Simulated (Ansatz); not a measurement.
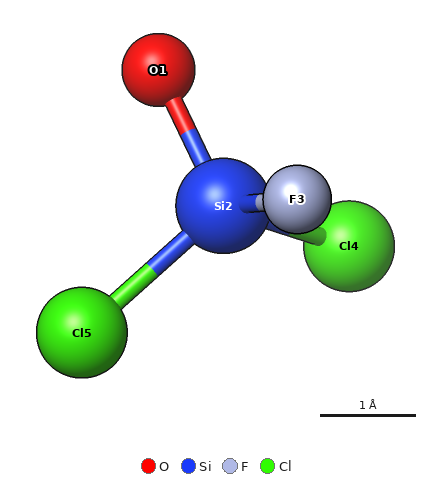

**Figure 1.** The structure (ball-and-stick view, seen at a tilt; atoms are numbered from 1 in the order of the input). Bond lengths as drawn: Cl–Si 2.01 Å, F–Si 1.57 Å and O–Si 1.64 Å.

**SiCl2OF: one change and its effect**

System: SiCl2OF, multiplicity 2.
Method of the first run: UKS SPW92/def2-TZVPP (Ansatz 0.2.0).

The geometry comes from this level: PBE0-D4/def2-TZVP. Text and figures count atoms from 1; the logs count them from 0 in places.

**The input, the first run**
```yaml
crystal:
  periodic: [false, false, false]
  atoms:
    - {symbol: O, position_ang: [1.205179, -1.120893, 0.351019]}
    - {symbol: Si, position_ang: [0.001992, -0.037316, 0.071864]}
    - {symbol: F, position_ang: [-0.944508, 0.175525, 1.311101]}
    - {symbol: Cl, position_ang: [-1.088599, -0.815843, -1.428500]}
    - {symbol: Cl, position_ang: [0.875736, 1.725026, -0.346984]}
basis:
  gaussian: {orbitals: def2-TZVPP}
magnetization: {spin_polarized: true, initial_magnetization: 1}
hamiltonian: {xc: lda}
output: {orbitals: {seedname: orbitals}}
```

Hardware: 4 CPU threads, shared host.

**Output (the first run)**
```
Functional definition: SPW92
  exchange = slater_x
  correlation = pw_c
1183 factors; their error is unknown
mean field evaluation 1: about -37534.5991 eV, gradient 5.9e1 eV
mean field evaluation 2: about -37292.5338 eV, gradient 1.6e2 eV
mean field evaluation 4: about -37543.0226 eV, gradient 4.3e1 eV
mean field evaluation 8: about -37549.6521 eV, gradient 2.7e0 eV
mean field evaluation 16: about -37549.6618 eV, gradient 1.3e-2 eV
mean field evaluation 32: about -37547.2608 eV, gradient 1.3e1 eV
mean field -37549.66181694 eV, -1379.9246196975 hartree, gradient 8.8e-6 eV, S^2 0.752564; 6 other end points of the search recorded, 0 dependent functions left out
reference -37549.66184850 eV, -1379.9246208575 hartree; 33, 32 occupied and 155, 156 virtual orbitals, 1183 factors
Total energy: -37549.66184850 eV, -1379.9246208575 hartree
```

The input of the second run differs as follows (lines with − go, lines with + come):
```diff
-hamiltonian: {xc: lda}
+hamiltonian: {xc: {name: B97M-V}}
```

What does this change do to the results?

The total energies belong to different methods, so their difference says nothing on which is more stable or more accurate. The HOMO goes from −7.98 to −8.66 eV. The LUMO goes from −7.74 to −6.62 eV.

**Output (the second run)**
```
Functional definition: B97M-V
  parameter cx00 = 1.000
  parameter cx01 = 1.308
  parameter cx02 = 1.901
  parameter cx10 = 0.416
  parameter cx11 = 3.070
  parameter css00 = 1.000
  parameter css02 = -1.855
  parameter css10 = -5.668
  parameter css32 = -20.497
  parameter css42 = -20.364
  parameter cos00 = 1.000
  parameter cos01 = 1.573
  parameter cos03 = -6.298
  parameter cos10 = 2.535
  parameter cos32 = -6.427
  parameter b = 6.0
  parameter c = 0.01
  gx(w, u) = cx00 + cx01*u + cx02*u^2 + (cx10 + cx11*u)*w
  gss(w, u) = css00 + css02*u^2 + css10*w + (css32*w^3 + css42*w^4)*u^2
  gos(w, u) = cos00 + cos01*u + cos03*u^3 + cos10*w + cos32*w^3*u^2
  exchange = spin_sum(e_x_unif_s*gx(b97_w, b97_u_x))
  correlation = spin_sum(e_c_pw_mod_same_spin*gss(b97_w, b97_u_same))
      + integral(e_c_pw_mod_opposite_spin*gos(b97_w_opposite, b97_u_opposite)) + vv10(b, c)
1183 factors; their error is unknown
mean field evaluation 1: about -37669.0530 eV, gradient 5.5e1 eV
mean field evaluation 2: about -37460.6382 eV, gradient 1.5e2 eV
mean field evaluation 4: about -37680.6224 eV, gradient 2.8e1 eV
mean field evaluation 8: about -37683.6664 eV, gradient 5.1e-1 eV
mean field evaluation 16: about -37683.6452 eV, gradient 9.4e-3 eV
mean field evaluation 32: about -37683.6452 eV, gradient 7.5e-5 eV
mean field -37683.64518925 eV, -1384.8484178129 hartree, gradient 1.1e-5 eV, S^2 0.754381; 2 other end points of the search recorded, 0 dependent functions left out
reference -37683.64523461 eV, -1384.8484194797 hartree; 33, 32 occupied and 155, 156 virtual orbitals, 1183 factors
Total energy: -37683.64523461 eV, -1384.8484194797 hartree
```

**The two runs side by side**

| quantity | the first run | the second run |
| --- | --- | --- |
| outcome | converged | converged |
| total energy (hartree) | −1379.924621 | −1384.848419 |
| HOMO (eV) | −7.98 | −8.66 |
| LUMO (eV) | −7.74 | −6.62 |
| ⟨S²⟩ | 0.753 | 0.754 |
| basis functions | 188 | 188 |
| wall time (shared host) | 4.9 s | 18 s |
